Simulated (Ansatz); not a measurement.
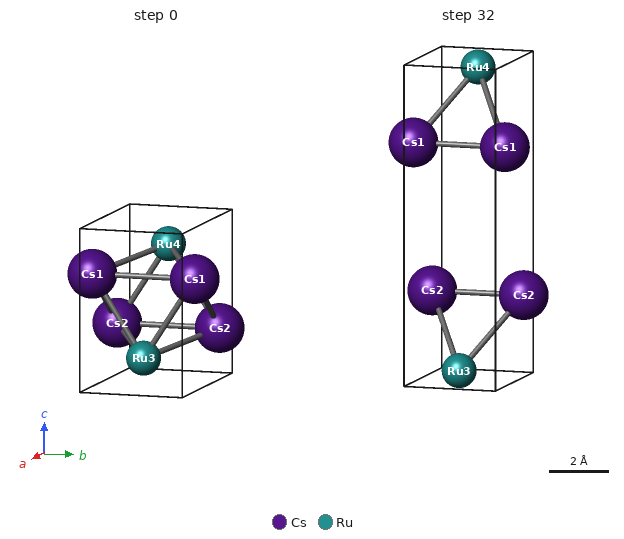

The structure of solid CsRu (built on the AuCd (B19)_51 type) (coarse preliminary run) before (left) and after (right) a relaxation, at one scale.

A ball-and-stick model of the cell of the calculation, seen slightly off an axis.

Case: AuCd (B19) type (Pmma, No. 51).

All numbers below come from Ansatz 0.2.0, DFT PBE, scalar-relativistic, plane waves, PAW. Set-up: plane-wave cutoff 420 eV; k-point mesh 4 × 6 × 4; occupations gaussian; smearing width 0.1 eV; no spin polarisation; cell and atoms relaxed; force threshold 0.04 eV/Å; at most 70 steps.

> Summarise the run.

Over 28 accepted moves (32 points after the start) the energy falls by 1190 meV per atom. The largest force component goes from 1.2 to 0.015 eV/Å. Pressure: −2.62 GPa at the start and −0.02 GPa at the end. The SCF was repeated 4 times at an unchanged geometry on a basis and grid sized afresh for the cell, which shifted the energy by 75.5 meV per atom at most. The largest moves relative to the cell, 1.63 Å, are those of Ru3 and Ru4. Ru3 goes along −c. Largest moves by element: Ru 1.63 Å, Cs 0.64 Å. The volume changes by +32.7 %, with a 5.578 → 4.221 Å (−24.3 %), b 3.691 → 3.298 Å (−10.7 %), c 5.695 → 11.176 Å (+96.2 %). Near-neighbour distances that change, for instance: Cs1–Ru3 3.389 → 8.023 Å, Cs1–Cs2 3.509 → 5.862 Å, Ru3–Ru4 3.516 → 2.311 Å, Cs1–Cs1 3.691 → 3.298 Å. Bonds break: Cs1–Cs2 (3.51 → 5.86 Å), Cs1–Ru3 (3.39 → 8.02 Å), Cs2–Ru4 (3.39 → 8.02 Å). The space group stays Pmma (No. 51). Cost: 3.7 min on 1 thread of Arm Neoverse V2, with other jobs on the host, peak memory 0.47 GiB.
